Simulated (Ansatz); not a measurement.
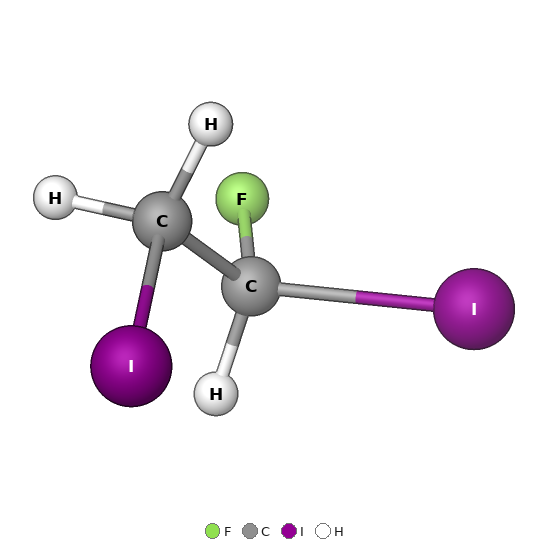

Computed geometry: PBE0-D4/def2-TZVP optimisation. No frequency run is at hand to confirm it as a minimum.

What is the molecular formula?

Answer. C2H3FI2, 8 atoms: 2 carbon, 3 hydrogen, 1 fluorine and 2 iodine.

Name functional groups in it.

Answer. Among them: C–F bond, C–I bond.

Describe its rings.

Answer. It has no ring.

Count the bonded pairs by element.

Answer. 3 C–H, 2 C–I, 1 C–F, 1 C–C.

The parts below concern this one geometry. Atoms keep their numbers from picture to picture.

**Symmetry**

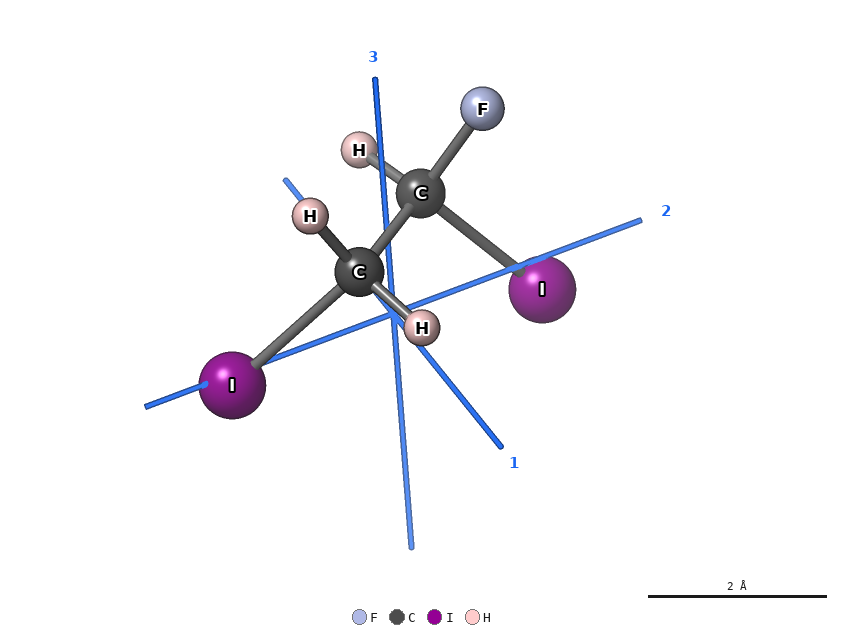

The three principal axes of inertia are drawn and numbered. Atoms fade into the background with distance from the viewer. No frequency run is at hand to confirm it as a minimum. Masses are those of the most abundant isotopes; constants are for the rigid equilibrium geometry.

Which line is the a axis (least moment of inertia), which b and which c?

Answer. a is line 2, b is line 3, c is line 1; the moments are 196, 1015, 1191 u Å².

Classify the rotor and give the rotational constants (MHz).

Answer. An asymmetric top (C1): A = 2577, B = 498, C = 424 MHz. Ray's parameter κ is −0.93, close to the prolate limit.

**Dipole moment**

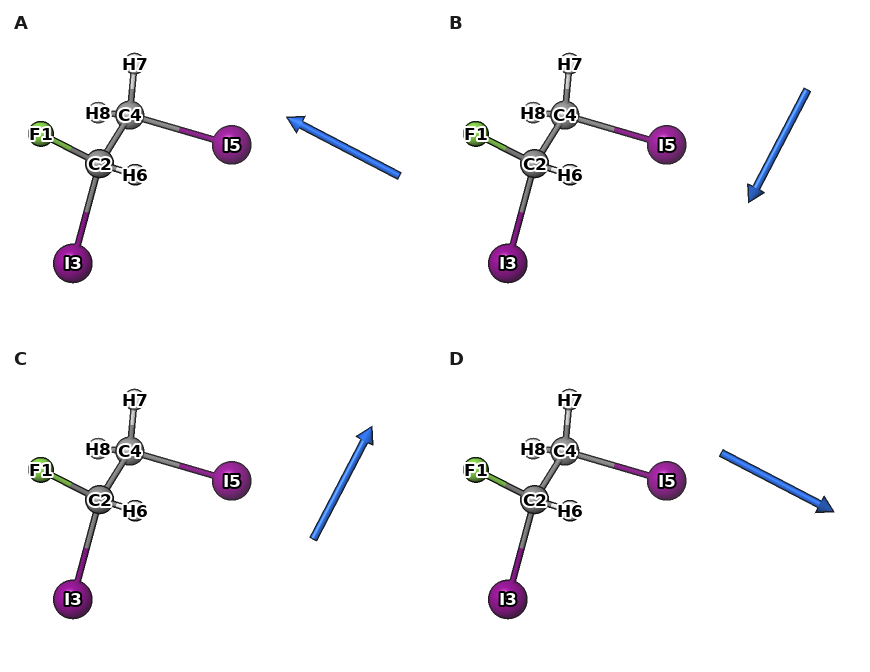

The same molecule four times, each with an arrow. No frequency run is at hand to confirm it as a minimum. Level of theory: RKS PBE0-D4/def2-TZVP, core potentials on I (Ansatz 0.2.0).

Which arrow points along the dipole moment, from the negative to the positive end?

Answer. C. The dipole moment is 1.15 D; it points from the side of I3 to the side of H7 (the outermost atoms at the two ends).

**Levels of theory compared**

No frequency run is at hand to confirm it as a minimum. Program: Ansatz 0.2.0.

Tabulate HOMO energy (eV) at these levels: B3LYP-D4/def2-TZVPP; PBE-D4/def2-TZVPP; PBE0-D4/def2-TZVPP; r2SCAN-D4/def2-TZVPP; ωB97M-V/def2-TZVPP; ωB97X-V/def2-TZVPP.

| level | HOMO energy (eV) |
| --- | --- |
| B3LYP-D4/def2-TZVPP | −7.16 |
| PBE-D4/def2-TZVPP | −6.26 |
| PBE0-D4/def2-TZVPP | −7.41 |
| r2SCAN-D4/def2-TZVPP | −6.56 |
| ωB97M-V/def2-TZVPP | −9.53 |
| ωB97X-V/def2-TZVPP | −9.66 |

**Charges**

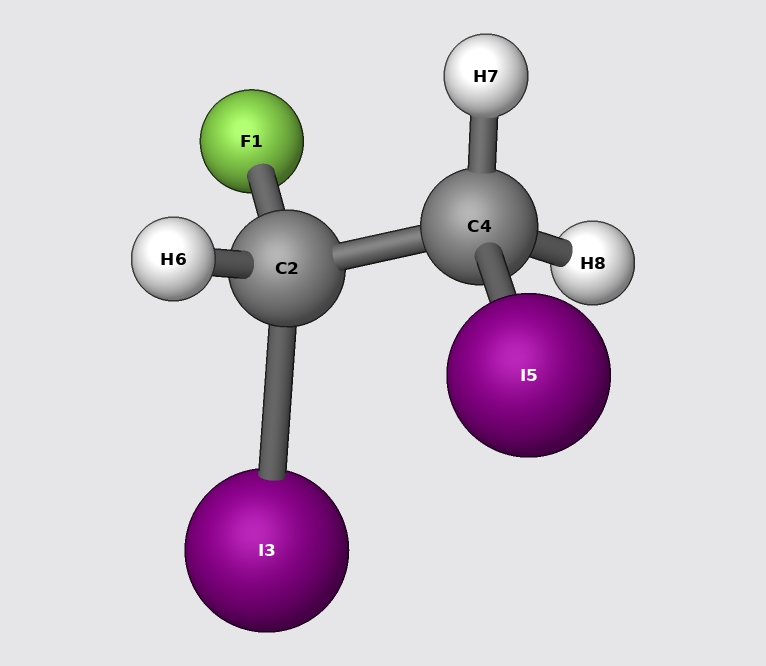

The questions are on Mulliken charges. No frequency run is at hand to confirm it as a minimum. Method: RKS ωB97M-V/def2-TZVPP, core potentials on I (Ansatz 0.2.0).

Give the Mulliken charges atom by atom.

```
atom  value (e)
  F1      −0.18
  C2      −0.01
  I3      −0.01
  C4      −0.33
  I5       0.01
  H6       0.16
  H7       0.18
  H8       0.18
```

Mulliken values depend strongly on the basis set and can even reverse the polarity of a bond.
